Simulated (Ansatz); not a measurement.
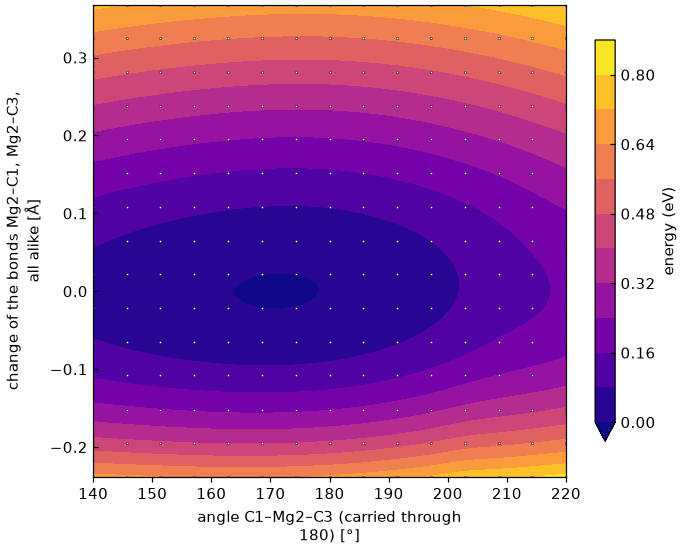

C₂H₅Mg, SMILES [CH2+][Mg][CH3], charge +1. First axis: angle C1–Mg2–C3 (carried through 180). Second axis: change of the bonds Mg2–C1, Mg2–C3, all alike. Nothing is relaxed (all other coordinates rigid). Grid: 15 × 15 points. Points are written as (first, second). Energies are in eV, from the lowest grid point. Computed with RKS PBE0-D4/def2-SVP in Ansatz.

The picture shows filled contours, dots at the grid points. Between grid points the surface is interpolated.

The lowest grid point is at (174.3°, 0.022 Å). It is the only kind of minimum in the scanned range. The highest grid point, (220.0°, −0.238 Å), lies 0.82 eV above the lowest.

The level of theory is changed to RKS PBE-D4/def2-SVP (Ansatz); with it change the reference geometry, relaxed at the new level; the new grid has 13 × 13 points, laid about the new relaxed structure.

**What will the new map look like?**

The minimum (interpolated where it lies between grid points) moves from about (171°, 0.000 Å) to about (168°, 0.000 Å). The curvature at the minimum changes by less than a tenth (about 0.54) eV/rad² along the first coordinate and by less than a tenth (about 16) eV/Å² along the second coordinate.

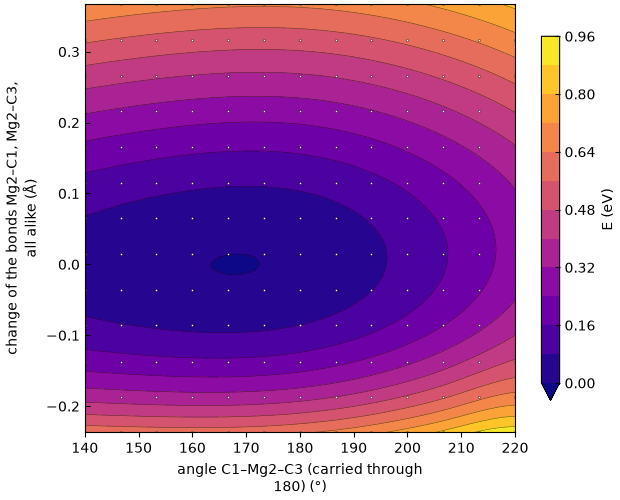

The map after the change, on a colour scale of its own. In the figure: filled contours, dots at the grid points. Between grid points the surface is interpolated.
